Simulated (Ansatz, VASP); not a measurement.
# Tl2Se in two plane-wave programs, part 2 of 2

One calculation is typed for both programs; each brings its own data sets. How far apart do they land? The cell is generated by rule, not measured, and may not be a known phase. The cell is taken from a series of VASP runs on this material, whose earlier steps may have relaxed, scaled or displaced it; both programs get it as it stands. Valence electrons are named where the data sets of a main pair hold unlike numbers.

VASP 6.6.1 and Ansatz 0.2.0.

So far. Step 2 (VASP: band structure, PBEsol, spin-orbit coupling): The run ends at a pressure of 30.57 GPa.

The structure was built from a prototype and need not be the compound's stable phase.

## (3) Ansatz: band structure, PBEsol, spin-orbit coupling

Level of this step: Ansatz beside VASP: Kohn-Sham DFT, plane waves, PBEsol, spin-orbit coupling (Ansatz).

Ansatz runs on its fully relativistic PAW (standard-fr) files.

The same cell, functional, mesh and smearing now go to Ansatz, which takes its cutoff from its data sets.

input.yaml

```yaml
crystal:
  lattice:
    - [0.0, 3.18744, 3.18744]
    - [3.18744, 0.0, 3.18744]
    - [3.18744, 3.18744, 0.0]
  atoms:
    - { symbol: Se, position: [0.0, 0.0, 0.0] }
    - { symbol: Tl, position: [0.25, 0.25, 0.25] }
    - { symbol: Tl, position: [0.75, 0.75, 0.75] }
hamiltonian:
  xc: pbesol
  pseudopotentials: { kind: paw_fr }
magnetization:
  noncollinear: true
  spin_orbit: true
kpoints:
  mp_grid: { grid: [8, 8, 8] }
  band_path:
    path:
      - [0.0, 0.0, 0.0]
      - [0.16667, 0.0, 0.16667]
      - [0.33333, 0.0, 0.33333]
      - [0.5, 0.0, 0.5]
      - [0.5, 0.08333, 0.58333]
      - [0.5, 0.18333, 0.68333]
      - [0.5, 0.25, 0.75]
      - [0.45, 0.3, 0.75]
      - [0.40833, 0.34167, 0.75]
      - [0.35, 0.35, 0.7]
      - [0.225, 0.225, 0.45]
      - [0.075, 0.075, 0.15]
      - [0.03333, 0.03333, 0.03333]
      - [0.23333, 0.23333, 0.23333]
      - [0.4, 0.4, 0.4]
      - [0.51667, 0.46667, 0.51667]
      - [0.55833, 0.38333, 0.55833]
      - [0.60833, 0.28333, 0.60833]
      - [0.60833, 0.25, 0.64167]
      - [0.55833, 0.25, 0.69167]
      - [0.51667, 0.25, 0.73333]
      - [0.5, 0.3, 0.7]
      - [0.5, 0.38333, 0.61667]
      - [0.5, 0.48333, 0.51667]
      - [0.475, 0.475, 0.55]
      - [0.425, 0.425, 0.65]
      - [0.38333, 0.38333, 0.73333]
      - [0.59167, 0.18333, 0.59167]
      - [0.55, 0.1, 0.55]
      - [0.5, 0.0, 0.5]
    npoints: 1
scf:
  occupations: { method: gaussian, width: 0.02 }
  n_extra_bands: 14
output:
  forces: true
  stress: true
  eigenvalues: true
```

Command:

```
ansatz run input.yaml --threads 2 --pin off --max-ram 4608MiB --backend cpu --events-out ev --progress --plain --runs-dir out
```

Numbers of over 12 decimals in the logs are rounded to 6 here.

The program printed:

```text
scf.n_extra_bands = 14 over 42 filled bands (N_el = 42.0): the run solves 56 bands
Engine: ansatz 0.2.0, aarch64-unknown-linux-gnu
Pseudopotentials: kind: paw_fr
Pseudopotential: Se, paw_fr, valence charge 16, recommended cutoff 420 eV (normal), Se.paw.azcp#standard-fr
Pseudopotential: Tl, paw_fr, valence charge 13, recommended cutoff 420 eV (normal), Tl.paw.azcp#standard-fr
Functional definition: PBEsol
  exchange = pbesol_x
  correlation = pbesol_c
non-collinear run that drives no moment, with spin-orbit: no starting moment large enough to seed its density (crystal.atoms[].spin), no starting occupations that ask for one, no magnetisation constraint and no magnetic field, so the semilocal B_xc is pinned to zero
Crystal: 3 atoms, lattice volume = 64.767 Å³
Basis set: ecut = 420 eV, 1243 PW (Γ), exchange–correlation on 64×64×64 points (8 copies of the dense FFT grid, shifted against one another)
Bands: 56, of which v1, the nominal top of the filled ones, is band 42 counted from 1 (41 counted from 0)
Symmetry: 48 space group operations + 48 with time reversal
Magnetic group: BNS 225.117 (UNI 1619), of the structure as read, at distance tolerance 4.0e-5 Å
k-points: 29 of 512
Projection manifold: j_resolved (fully-relativistic pseudo-atomic orbitals)
Non-local potential: Se, projectors of the file, l = 0: 2, l = 1: 4, l = 2: 6, l = 3: 2
Non-local potential: Tl, projectors of the file, l = 0: 2, l = 1: 4, l = 2: 4, l = 3: 2
PAW form: soft (Blöchl's): semilocal exchange-correlation on the pseudo side does not see the compensation charge
PAW frozen core: Se, regenerated for the run's functional, and the local potential with it (the file was generated under x = pbe(κ = 0.804, μ = 0.219515), c = pbe(β = 0.066725))
PAW frozen core: Tl, regenerated for the run's functional, and the local potential with it (the file was generated under x = pbe(κ = 0.804, μ = 0.219515), c = pbe(β = 0.066725))
PAW one-centre angular grid: Se, 590 points (default); XC on 96 Gauss nodes
PAW one-centre angular grid: Tl, 590 points (default); XC on 64 Gauss nodes
Initial density: superposition of atomic densities (chi_scale 0.1, normalization cell, long waves kept (reshape's long-wave potential 0.00 eV rms))
Initial wavefunctions: pseudopotential atomic-orbital guess
Functional: x = pbesol(κ = 0.804, μ = 0.123457), c = pbesol(β = 0.046)
SCF iter   1: F=—  HF=-28085.142060 eV  |F-HF|=—  |Δ(HF+E_count)|=         —  Δρ=4.49e-2  dr2=2.52e0  dr2_m=0.00e0 (ungated)  ethr=3.10e-3  |M|=0.00e0 ∫|m|=0.00e0 μB  |m|>n=0.0e0 m-floor=0.0e0 τ_xc=0.0e0  β_m=0.30  ⟨swp⟩=6.0  Hψ=3867  notcnv=0  defer=54
preconditioner: auto → none  [insulator: Δε(μ)=0.041 eV  Ē_g=15.205 eV  σ=0.020 eV  W_gap=0.73  n_scr=14 (ndim 8)  ℏωp=26.1 eV  f_vac=0.011  D(μ)=1.18/eV (n_scr^D=8)  ε∞_Penn≈3.9]
SCF iter   2: F=—  HF=-28084.307954 eV  |F-HF|=—  |Δ(HF+E_count)|=   8.34e-1  Δρ=1.81e-2  dr2=1.98e-1  dr2_m=0.00e0 (ungated)  ethr=3.10e-3  |M|=0.00e0 ∫|m|=0.00e0 μB  |m|>n=0.0e0 m-floor=0.0e0 τ_xc=0.0e0  β_m=0.34  ⟨swp⟩=2.2  Hψ=1256  notcnv=0  defer=220
SCF iter   3: F=—  HF=-28084.218437 eV  |F-HF|=—  |Δ(HF+E_count)|=   8.95e-2  Δρ=1.01e-2  dr2=3.76e-2  dr2_m=0.00e0 (ungated)  ethr=4.72e-4  |M|=0.00e0 ∫|m|=0.00e0 μB  |m|>n=0.0e0 m-floor=0.0e0 τ_xc=0.0e0  β_m=0.58  ⟨swp⟩=2.1  Hψ=1060  notcnv=0  defer=220
SCF iter   4: F=—  HF=-28084.192749 eV  |F-HF|=—  |Δ(HF+E_count)|=   2.57e-2  Δρ=7.16e-4  dr2=1.33e-4  dr2_m=0.00e0 (ungated)  ethr=8.95e-5  |M|=0.00e0 ∫|m|=0.00e0 μB  |m|>n=0.0e0 m-floor=0.0e0 τ_xc=0.0e0  β_m=0.64  ⟨swp⟩=2.0  Hψ=1422  notcnv=0  defer=220
SCF iter   5: F=—  HF=-28084.192803 eV  |F-HF|=—  |Δ(HF+E_count)|=   5.33e-5  Δρ=1.05e-4  dr2=3.87e-6  dr2_m=0.00e0 (ungated)  ethr=3.17e-7  |M|=0.00e0 ∫|m|=0.00e0 μB  |m|>n=0.0e0 m-floor=0.0e0 τ_xc=0.0e0  β_m=0.75  ⟨swp⟩=2.0  Hψ=1401  notcnv=0  defer=220
SCF iter   6: F=—  HF=-28084.192809 eV  |F-HF|=—  |Δ(HF+E_count)|=   5.89e-6  Δρ=3.34e-5  dr2=8.20e-7  dr2_m=0.00e0 (ungated)  ethr=9.21e-9  |M|=0.00e0 ∫|m|=0.00e0 μB  |m|>n=0.0e0 m-floor=0.0e0 τ_xc=0.0e0  β_m=0.67  ⟨swp⟩=2.0  Hψ=1408  notcnv=0  defer=220
SCF iter   7: F=-28084.192808 eV  HF=-28084.192808 eV  |F-HF|=4.90e-9  |Δ(HF+E_count)|=   3.22e-7  Δρ=7.23e-6  dr2=1.92e-8  dr2_m=0.00e0 (ungated)  ethr=2.38e-10  |M|=0.00e0 ∫|m|=0.00e0 μB  |m|>n=0.0e0 m-floor=0.0e0 τ_xc=0.0e0  ⟨swp⟩=8.9  Hψ=4025  notcnv=0
SCF 1 converged in 7 iterations: F = -28084.192808 eV  dr2 = 1.92e-8
  greatest PAW one-centre occupation: 0.999 electrons in one spin orbital (limit 2), on the Se atom at site 0 (counted from 0), in its partial waves of l = 2
NSCF: frozen V_eff on 30 k-points
SCF converged after 7 iterations
Magnetization: |M| = 0.0000 μB,  M = (+0.0000, +0.0000, +0.0000) μB
Absolute magnetization: 0.0000 μB (∫|m|)
  site 0: m = (+0.0000, +0.0000, +0.0000) μB, |m| = 0.0000 μB  (R = 1.14 Å)
  site 1: m = (+0.0000, +0.0000, +0.0000) μB, |m| = 0.0000 μB  (R = 1.14 Å)
  site 2: m = (+0.0000, +0.0000, +0.0000) μB, |m| = 0.0000 μB  (R = 1.14 Å)
Free energy (F): -28084.192808 eV
Harris-Foulkes:  -28084.192808 eV  (|F-HF|=4.90e-9)
Internal energy: -28084.192598 eV  (E = F + TS)
E sigma→0 (E₀):  -28084.192703 eV
Entropy (-TS):   -0.000211 eV (-0.070 meV/atom)
Fermi energy:    13.889113 eV
--- Per-component energies (eV) ---
  E_band       = -225.182398
  E_kinetic    = 800.879711
  E_local      = -3937.551604  (includes V_loc(G=0)·N_el)
  E_nonlocal   = 45.966688
  E_hartree    = 1792.959765
  E_xc         = -569.316952
  E_vxc        = -393.875848  (∫ρ·V_xc dr)
  E_paw        = -21972.866975  (= ΣΔE_a)
  E_vpaw       = -326.521492  (= ΣTr[D̂ρ^β])
  E_aug_tail   = -0.000487  (compensation charges beyond the density's cutoff)
  E_ewald      = -4245.376068
  E_core_change = 1.113324  (= ΣΔE_core)
  E_smearing   = -0.000211  (= −TS)
  E_closure    = 0.000000  (closes the sum)
  Σ components = -28084.192808   (vs F -28084.192808, Δ=0.00e0)
--- Forces (eV/Å), atoms counted from 1 ---
  atom   1  Se     0.00000000    -0.00000000    -0.00000000
  atom   2  Tl     0.00000000    -0.00000000     0.00000000
  atom   3  Tl    -0.00000000     0.00000000    -0.00000000
  max |Σ_I F_I| component: 3.24e-17 eV/Å
--- Stress (GPa, compression-positive) ---
       30.132712      -0.000000       0.000000
       -0.000000      30.132712      -0.000000
        0.000000      -0.000000      30.132712
  P = ⅓ Tr σ = 30.1327 GPa (301.327 kbar)
--- Band table (eV; the first three rows and the last of 29) ---
  k-point 0: bands = [... 38 lower, 10.9082, 10.9082, 12.2025, 12.2025, 12.4711, 12.4711, 14.2557, 14.2557, ... 10 higher]
  k-point 1: bands = [... 38 lower, 10.7133, 10.7133, 11.8506, 11.8506, 13.2489, 13.2489, 14.5895, 14.5895, ... 10 higher]
  k-point 2: bands = [... 38 lower, 10.3517, 10.3517, 12.8444, 12.8444, 14.0110, 14.0110, 15.1791, 15.1791, ... 10 higher]
  k-point 28: bands = [... 38 lower, 12.8695, 12.8695, 13.0112, 13.0112, 14.2545, 14.2545, 15.1884, 15.1884, ... 10 higher]
```

Elapsed: 33 s, on 2 threads of Arm Neoverse N1, shared host; peak memory 0.58 GiB.

The column dr2 measures how far the density is from self-consistency, as an energy; F and HF (Harris–Foulkes) agree once it is small.

## (4) Comparison

Known differences besides the potentials themselves: spin-orbit coupling enters by fully relativistic files in Ansatz and inside the spheres in VASP; the data sets hold 42 valence electrons in Ansatz (on its fully relativistic PAW (standard-fr) files) and 32 in VASP; the cutoff is 420 eV in Ansatz and 400 eV in VASP; Ansatz makes its cores anew for this functional, VASP keeps those of its PBE data sets. Total energies have different zeros and are not compared.

The two programs side by side:

```
                                        quantity  Ansatz   VASP  difference
                                  pressure (GPa)   30.13  30.57       -0.44
pressure without Ansatz's Pulay correction (GPa)   30.08  30.57       -0.50
```

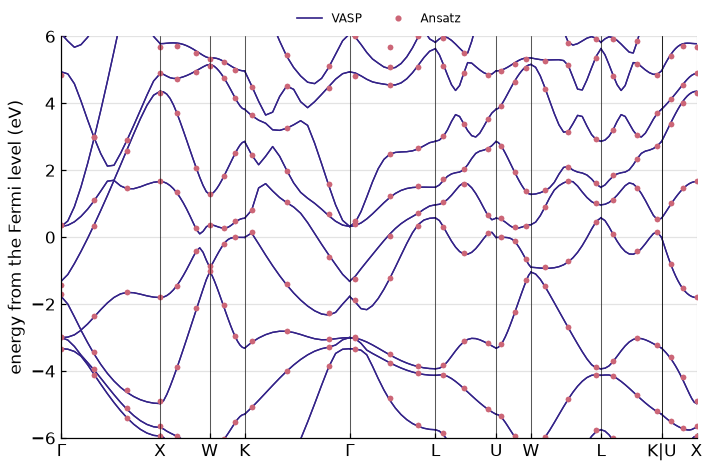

Bands from VASP (lines) and levels from Ansatz (dots). Dots without a line are higher empty bands that the VASP plot leaves out.

Levels from 3 eV below to 2 eV above the Fermi level differ by 32 meV r.m.s. and 100 meV at most; each VASP level is matched to the nearest of Ansatz, which flatters the figure a little. Ansatz's pressure holds a Pulay correction of 0.06 GPa; VASP's holds none.

## (5) Outcome

- r.m.s. difference of levels near the Fermi level (band structure, PBEsol, spin-orbit coupling): 32 meV

**Reading.** The r.m.s. difference of levels near the Fermi level is 32 meV (band structure, PBEsol, spin-orbit coupling), within the 80 meV picked in this series as the mark of a large difference. The data sets hold unlike numbers of valence electrons (42 in Ansatz and 32 in VASP), so part of the differences comes from the potentials. How closely two codes agree says nothing of how well the functional describes the real material.

[Lines on the potential files, build, host, timing and source positions are cut from VASP's logs without a mark.]

[Logs are printed without paths, hosts, clocks, repeated set-up lines and the standing remarks that a program may print on its own settings, such as how far it seeks lower states.]

[Hosts, paths, dates, database ids (printed as entryN), source tags and the programs' standing remarks are cut or masked in the printed files.]
